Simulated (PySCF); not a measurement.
Molecule: SMILES [NH2][Ge]([OH])([OH])[Br] (H4BrGeNO2), singlet. Atoms near the plane z = 1.2 Å, at the PBE0/def2-SVP optimised geometry (x, y, z in Å): N1 (1.0, -0.6, 0.0), Ge2 (-0.8, -0.6, 0.0), O3 (-1.4, 1.0, 0.0), Br5 (-1.9, -1.6, 1.8), H6 (1.4, -0.3, 0.8), H7 (1.4, -1.5, -0.3).

Level of theory: PBE0/def2-TZVP (PySCF 2.14.0). The values are rescaled to run from 0 to 1.

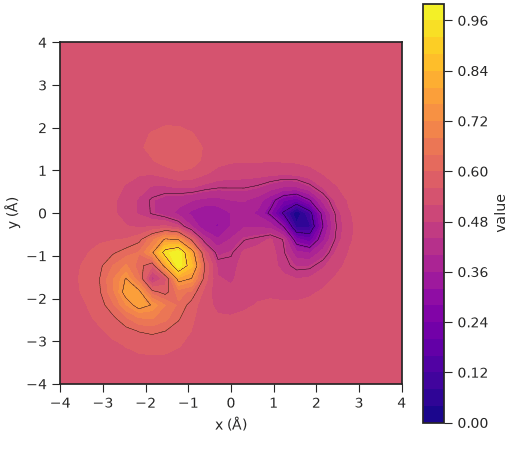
Figure. a field on the plane z = 1.2 Å.

Problem. Which quantity is mapped?
A. log10 of the electron density
B. Laplacian of the electron density
C. deformation density (molecule minus spherical neutral atoms)
D. an orbital amplitude

Solution. C, deformation density (molecule minus spherical neutral atoms). In full: deformation density (molecule minus spherical neutral atoms) (e/bohr³).
